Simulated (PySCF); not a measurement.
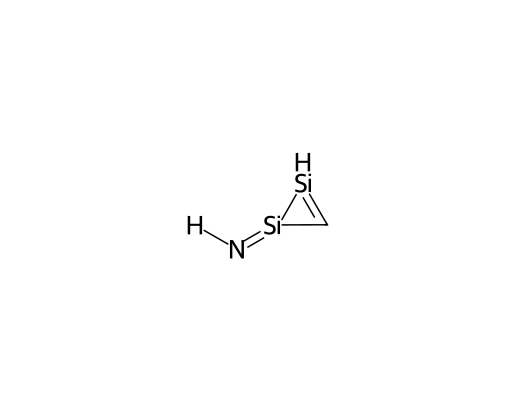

The drawing above gives the connectivity. The computed structure is the end point of a PBE0-D4/def2-TZVP optimisation. No frequency run is at hand to confirm it as a minimum.

What does the molecule look like in three dimensions?

Formula CH3NSi2. SMILES: `[H]/N=[si]1/c[siH]1`. Independent rings (smallest set): 1 of 3 members, 1 of them aromatic. Among its groups: Si–H bond. This geometry has Cs symmetry. All atoms lie on one plane. Coordination, clear cases only: 1 N bent; 2 Si T-shaped.

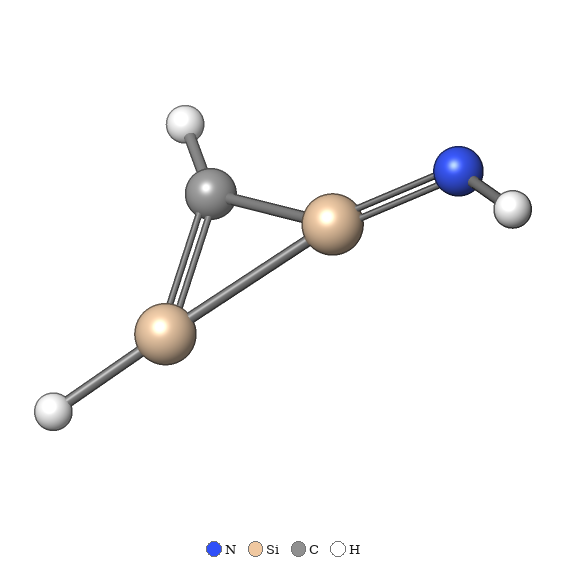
